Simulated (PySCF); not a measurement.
# Run report: C2H4ClNSi, single-point calculation

- system: C2H4ClNSi, SMILES C=C1N[SiH]1Cl
- method: BLYP/def2-SVP, RKS (PySCF 2.14.0)

The geometry comes from this level: PBE0-D4/def2-TZVP.

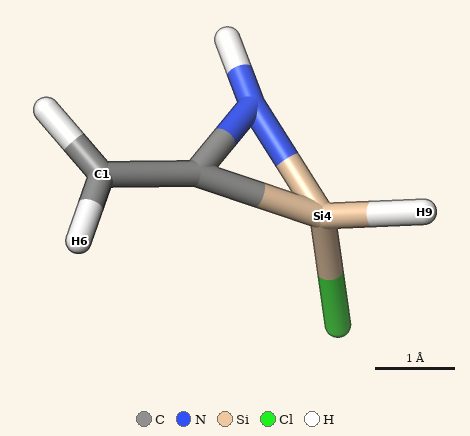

Figure 1. The structure as given in the input (stick view, seen at a tilt; atoms are numbered from 1 in the order of the input).

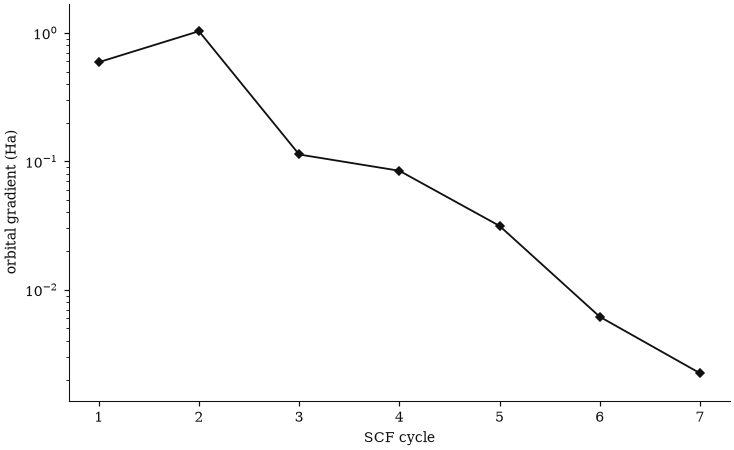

Figure 2. Convergence of the self-consistent field: orbital gradient against the SCF cycle. The residual falls almost steadily, with no more than small rises.

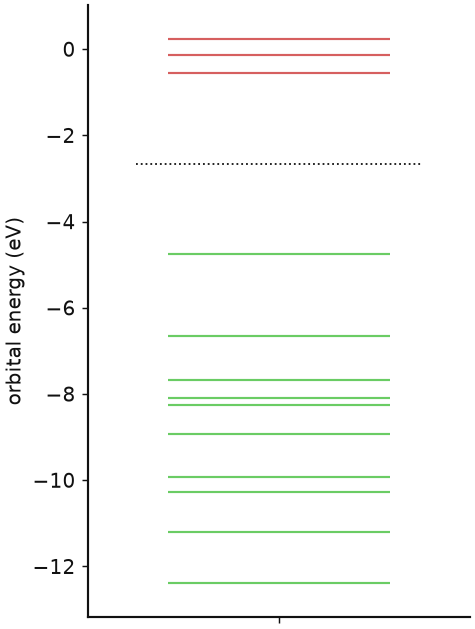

Figure 3. Orbital energies near the frontier; the dotted line parts filled from empty levels, and levels within 0.02 eV of each other stand side by side. Highest filled −4.76 eV, lowest empty −0.56 eV, 4.20 eV apart.

The input and output of the run follow.

Input (run.py):
```python
# C=C1N[SiH]1Cl
from pyscf import gto, dft

mol = gto.Mole()
mol.atom = '''
C      2.823818     0.047810    -1.703399
C      0.775733    -0.029669    -0.265695
N     -0.980201    -1.873852     0.502667
Si    -1.863270     0.971886     1.640471
Cl    -4.872848     2.845172     0.145887
H      3.829152     1.806956    -1.964559
H      3.542292    -1.623653    -2.650530
H     -1.210937    -3.655486    -0.123210
H     -1.876687     1.423720     4.386243
'''
mol.unit = 'bohr'
mol.basis = 'def2-svp'
mol.verbose = 4
mol.spin = 0
mol.max_memory = 1860
mol.build()

ks = dft.RKS(mol, xc='blyp')
ks.conv_tol = 0.0001
ks.grids.level = 4
ks.kernel()

e_final = ks.e_tot
print('Final energy', e_final)
```

Launched with:
```bash
OMP_NUM_THREADS=1 python run.py
```

Output:
```
PySCF version 2.14.0

[INPUT] num. atoms = 9
[INPUT] num. electrons = 54
[INPUT] charge = 0
[INPUT] spin (= nelec alpha-beta = 2S) = 0
[INPUT] symmetry False subgroup None
[INPUT] Mole.unit = bohr
[INPUT] Symbol           X                Y                Z      unit          X                Y                Z       unit  Magmom
[INPUT]  1 C      1.494300133386   0.025299962454  -0.901399931904 AA    2.823818000000   0.047810000000  -1.703399000000 Bohr   0.0
[INPUT]  2 C      0.410500225359  -0.015700158671  -0.140599739055 AA    0.775733000000  -0.029669000000  -0.265695000000 Bohr   0.0
[INPUT]  3 N     -0.518700031321  -0.991599775037   0.265999921082 AA   -0.980201000000  -1.873852000000   0.502667000000 Bohr   0.0
[INPUT]  4 Si    -0.986000021791   0.514299922812   0.868099868375 AA   -1.863270000000   0.971886000000   1.640471000000 Bohr   0.0
[INPUT]  5 Cl    -2.578600113877   1.505600183548   0.077200075769 AA   -4.872848000000   2.845172000000   0.145887000000 Bohr   0.0
[INPUT]  6 H      2.026299975549   0.956199936335  -1.039599852308 AA    3.829152000000   1.806956000000  -1.964559000000 Bohr   0.0
[INPUT]  7 H      1.874500200824  -0.859200166042  -1.402600072860 AA    3.542292000000  -1.623653000000  -2.650530000000 Bohr   0.0
[INPUT]  8 H     -0.640800264260  -1.934399886037  -0.065199924157 AA   -1.210937000000  -3.655486000000  -0.123210000000 Bohr   0.0
[INPUT]  9 H     -0.993099992430   0.753400178731   2.321099837157 AA   -1.876687000000   1.423720000000   4.386243000000 Bohr   0.0

nuclear repulsion = 260.606439808905
number of shells = 46
number of NR pGTOs = 172
number of NR cGTOs = 98
basis = def2-svp
ecp = {}

******** <class 'pyscf.dft.rks.RKS'> ********
method = RKS
initial guess = minao
damping factor = 0
level_shift factor = 0
DIIS = <class 'pyscf.scf.diis.CDIIS'>
diis_start_cycle = 1
diis_space = 8
diis_damp = 0
SCF conv_tol = 0.0001
SCF conv_tol_grad = None
SCF max_cycles = 50
direct_scf = True
direct_scf_tol = 1e-13
XC library pyscf.dft.libxc version 7.0.0
    S. Lehtola, C. Steigemann, M. J.T. Oliveira, and M. A.L. Marques.,  SoftwareX 7, 1–5 (2018)
XC functionals = blyp
    A. D. Becke.,  Phys. Rev. A 38, 3098 (1988)
    C. Lee, W. Yang, and R. G. Parr.,  Phys. Rev. B 37, 785 (1988)
    B. Miehlich, A. Savin, H. Stoll, and H. Preuss.,  Chem. Phys. Lett. 157, 200 (1989)
radial grids:
    Treutler-Ahlrichs [JCP 102, 346 (1995); DOI:10.1063/1.469408] (M4) radial grids

becke partition: Becke, JCP 88, 2547 (1988); DOI:10.1063/1.454033
pruning grids: <function nwchem_prune>
grids dens level: 4
symmetrized grids: False
atomic radii adjust function: <function treutler_atomic_radii_adjust>
small_rho_cutoff = 0
Set gradient conv threshold to 0.01
Initial guess from minao.
tot grids = 205536
init E= -883.220912474609
  HOMO = -0.268497984682024  LUMO = -0.0781346831308802  gap/eV = 5.18005
cycle= 1 E= -882.552936713869  delta_E= 0.668  |g|= 0.591  |ddm|= 3.38
  HOMO = -0.0688444990472417  LUMO = -0.0162485696070971  gap/eV = 1.43121
cycle= 2 E= -882.347301132926  delta_E= 0.206  |g|= 1.03  |ddm|= 1.87
  HOMO = -0.179858440002824  LUMO = -0.0123317114068797  gap/eV = 4.55863
cycle= 3 E= -882.646933015064  delta_E= -0.3  |g|= 0.113  |ddm|= 1.31
  HOMO = -0.174431906185879  LUMO = -0.0194235614967084  gap/eV = 4.21799
cycle= 4 E= -882.649010552675  delta_E= -0.00208  |g|= 0.0844  |ddm|= 0.233
  HOMO = -0.17436822345493  LUMO = -0.0223094833033612  gap/eV = 4.13773
cycle= 5 E= -882.650608640036  delta_E= -0.0016  |g|= 0.0314  |ddm|= 0.109
  HOMO = -0.174751453884697  LUMO = -0.0205122760305598  gap/eV = 4.19706
cycle= 6 E= -882.650883582317  delta_E= -0.000275  |g|= 0.00616  |ddm|= 0.0396
  HOMO = -0.174786246835815  LUMO = -0.0205072299996862  gap/eV = 4.19815
cycle= 7 E= -882.650894034829  delta_E= -1.05e-05  |g|= 0.00224  |ddm|= 0.0094
  HOMO = -0.175019956194136  LUMO = -0.0205217682667298  gap/eV = 4.20411
Extra cycle  E= -882.650890325047  delta_E= 3.71e-06  |g|= 0.00458  |ddm|= 0.0058
converged SCF energy = -882.650890325047
Final energy -882.6508903250473
```

Key numbers:

```tsv
quantity	value
outcome	converged
total energy	−882.650890 hartree
basis functions	98
HOMO	−4.76 eV
LUMO	−0.56 eV
dipole moment	1.37 D
hardware	1 thread of Arm Neoverse V1, 24 GiB of memory available, shared host
wall time	13 s
peak memory	0.5 GiB
```
